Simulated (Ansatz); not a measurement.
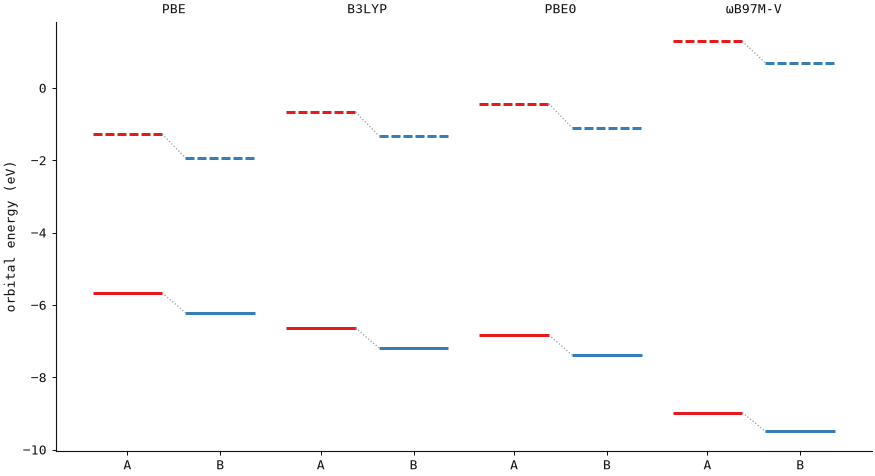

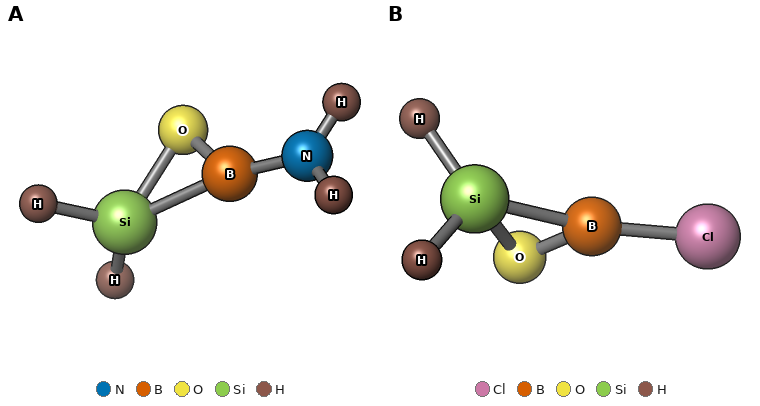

One change: A, BSiNH₄O (SMILES NB1O[SiH2]1), becomes B, BSiH₂OCl (SMILES ClB1O[SiH2]1). NH₂ on B is replaced by Cl. HOMO (solid) and LUMO (dashed) computed in def2-TZVPP at PBE0-D4/def2-TZVP geometries, both minima by their frequencies, gas phase, the Ansatz code 0.2.0. Empty levels above zero depend strongly on the basis.

What does the change do to HOMO and LUMO?

PBE: the HOMO falls by 0.55 eV, the LUMO falls by 0.67 eV, and the separation goes from 4.39 to 4.28 eV. B3LYP: the HOMO falls by 0.55 eV, the LUMO falls by 0.65 eV, and the separation goes from 5.97 to 5.87 eV. PBE0: the HOMO falls by 0.56 eV, the LUMO falls by 0.67 eV, and the separation goes from 6.39 to 6.28 eV. ωB97M-V: the HOMO falls by 0.52 eV, the LUMO falls by 0.60 eV, and the separation goes from 10.27 to 10.19 eV.

Do the functionals agree on the effect?

They agree on the direction for both levels; the HOMO shift lies between −0.56 and −0.52 eV and the LUMO shift between −0.67 and −0.60 eV, while the separations themselves differ by up to 5.9 eV between functionals.
